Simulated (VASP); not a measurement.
Band structure of Sb (relaxed from the beta-Sn structure, space group I4_1/amd). All values below come from PBEsol GGA, VASP's PBE PAW potentials (set 64) (plane waves; VASP 6.6.1).

Unless said otherwise, spin-orbit coupling is left out, though it shifts the bands of the heavy elements here.

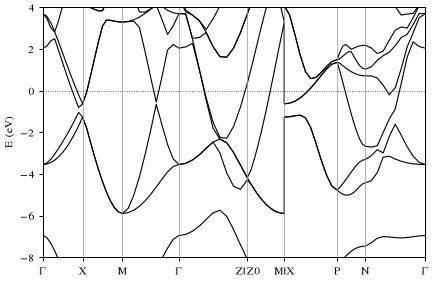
Figure. Bands along high-symmetry lines, zero at the valence-band maximum or, without a gap, the Fermi level

**Question.** Read the plot: is there a gap, and where are the band edges?

**Answer.** It has no gap at this level: it comes out as a metal or semimetal. (Edges off the drawn lines would not show.)

The structure was generated: Sb was put into the beta-Sn type (I4_1/amd), which need not be its known phase. It was relaxed first.
